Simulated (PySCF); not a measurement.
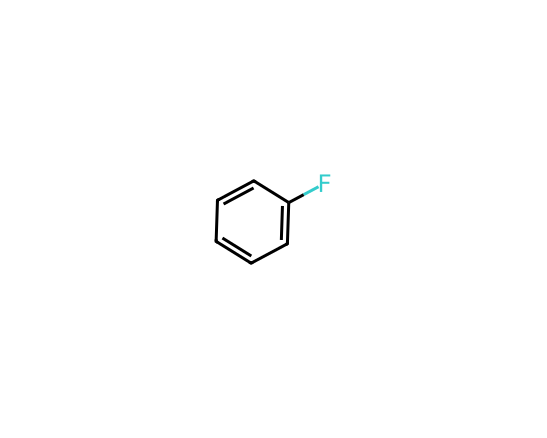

Skeletal drawing of a molecule.

**Give its SMILES.**

Fc1ccccc1

**Give the formula, hydrogens included.**

C6H5F.

**An optimisation with PBE0-D3(BJ)/def2-SVP gave a structure of which point group?**

C2v.

The parts below concern this one geometry. Atoms keep their numbers from picture to picture. The computed structure is the end point of a PBE0-D3(BJ)/def2-SVP optimisation. No frequency run is at hand to confirm it as a minimum.

### Shape

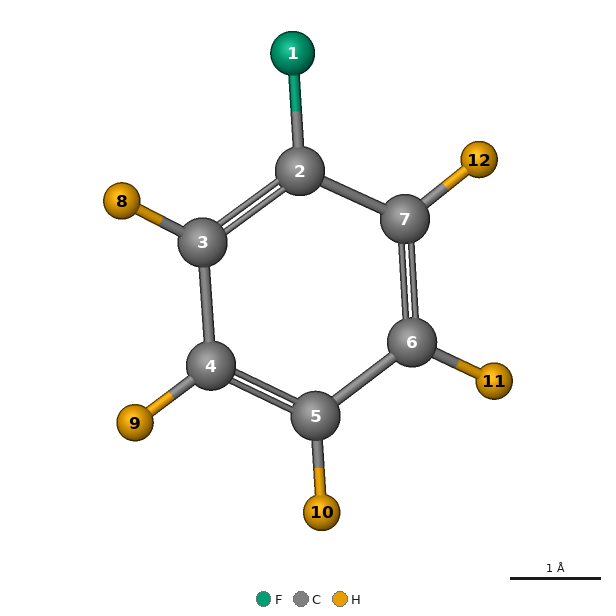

Atoms carry their numbers in the input. No frequency run is at hand to confirm it as a minimum.

Give the bond lengths.

```tsv
bond	length (Å)	order
F1–C2	1.332	single
C2–C3	1.390	aromatic
C2–C7	1.390	aromatic
C3–C4	1.394	aromatic
C3–H8	1.092	single
C4–C5	1.395	aromatic
C4–H9	1.093	single
C5–C6	1.395	aromatic
C5–H10	1.092	single
C6–C7	1.394	aromatic
C6–H11	1.092	single
C7–H12	1.091	single
```

### Dipole moment

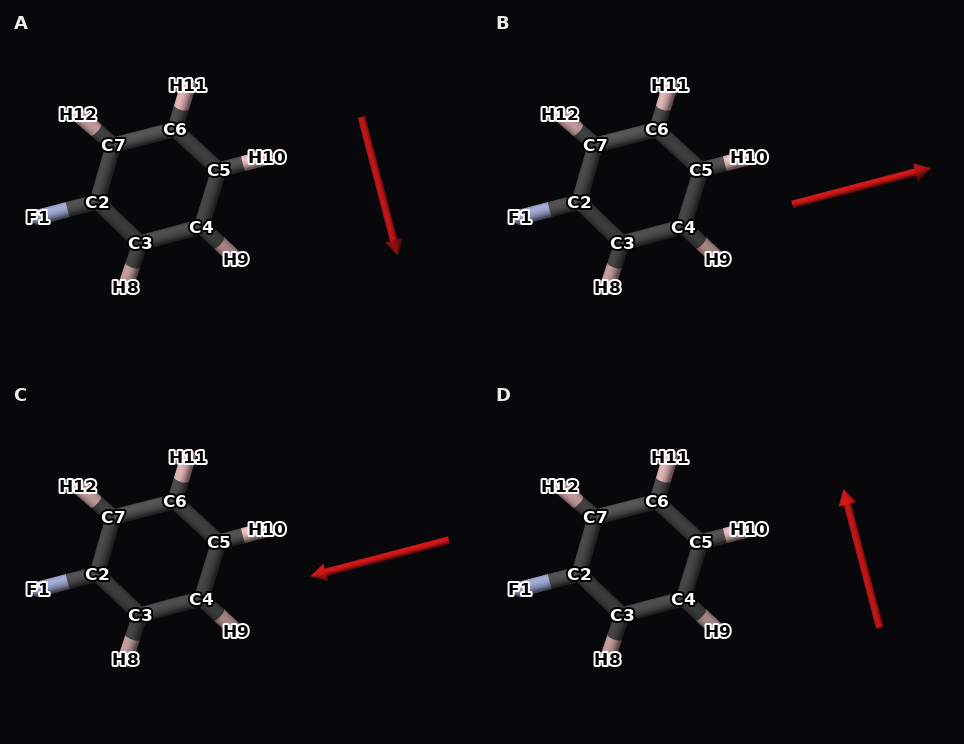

The same molecule four times, each with an arrow. No frequency run is at hand to confirm it as a minimum. Properties computed with PBE0/pcSseg-1, gas phase (PySCF 2.14.0).

**Which arrow points along the dipole moment, from the negative to the positive end?**

B. The dipole moment is 1.43 D; it points from the side of F1 to the side of H10 (the outermost atoms at the two ends).

### NMR shielding

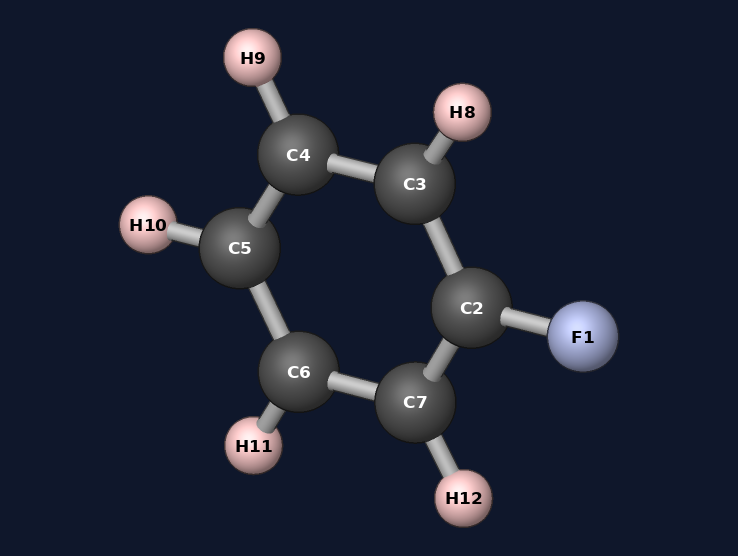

No frequency run is at hand to confirm it as a minimum. Method: GIAO PBE0/pcSseg-1 NMR shielding, non-relativistic, gas phase (PySCF 2.14.0). Principal shieldings σ11 ≤ σ22 ≤ σ33, span Ω = σ33 − σ11, skew κ = 3(σiso − σ22)/Ω.

Give the shielding tensors of the F atoms.

```tsv
atom	σ11	σ22	σ33	σiso	Ω	κ
F1	213.4	286.7	360.7	287.0	147.3	0.00
```

Shieldings and span in ppm.

### Charges

The questions are on Mulliken charges. No frequency run is at hand to confirm it as a minimum. Method: PBE0/pcSseg-1, gas phase (PySCF 2.14.0).

Give the Mulliken charges atom by atom.

| atom | value (e) |
| --- | --- |
| F1 | −0.27 |
| C2 | 0.32 |
| C3 | −0.16 |
| C4 | −0.09 |
| C5 | −0.09 |
| C6 | −0.09 |
| C7 | −0.16 |
| H8 | 0.12 |
| H9 | 0.11 |
| H10 | 0.10 |
| H11 | 0.11 |
| H12 | 0.12 |

### Spin–spin coupling

No frequency run is at hand to confirm it as a minimum. Properties computed with B3LYP/pcJ-1 indirect spin-spin coupling, non-relativistic, gas phase (PySCF 2.14.0). Isotopes: 13C, 19F, 1H.

Give the spin–spin coupling constants of these pairs, with the number of bonds between them: F1/C2, F1/C7, F1/C3, F1/C4, F1/C6, F1/H8, F1/H12.

```
   pair  bonds apart  J (Hz)
 F1, C2            1  −315.4
 F1, C7            2    18.9
 F1, C3            2    18.6
 F1, C4            3     5.0
 F1, C6            3     5.1
 F1, H8            3     9.0
F1, H12            3     9.1
```

Density functionals are unreliable for couplings to fluorine, so those rows may be far off.

Mulliken values depend strongly on the basis set and can even reverse the polarity of a bond.
